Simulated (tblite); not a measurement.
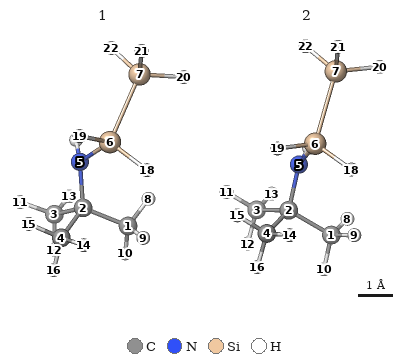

Two geometries of C₄H₁₅NSi₂, drawn at one scale. One is the start of a relaxation, the other its converged end. The picture is a ball-and-stick view, seen from a free direction.

These are results of GFN2-xTB geometry optimisation, gas phase (tblite), not measurements. 

Which geometry has the lower energy?

Answer. Structure 2 is the relaxed one. After 129 geometry steps the energy has fallen by 15.1 kcal/mol. An H atom moves most after the best rigid fit: 0.90 Å. Largest moves by element: H 0.90 Å, N 0.46 Å, C 0.33 Å, Si 0.27 Å. Among the contacts that change: C–C 1.488 → 1.535 Å, C–H 1.125 → 1.086 Å, N–Si 1.754 → 1.717 Å, Si–Si 2.262 → 2.297 Å. Bond angles that change, for instance: C–N–Si 117.8° → 128.2°, Si–Si–H 105.3° → 113.8°, C–N–H 117.8° → 110.0°. Groups turn about N–Si by about 30°, C–C by about 30°, C–N by about 25°. Cost: 1.2 s on 1 thread of Arm Neoverse V1, on a shared host.
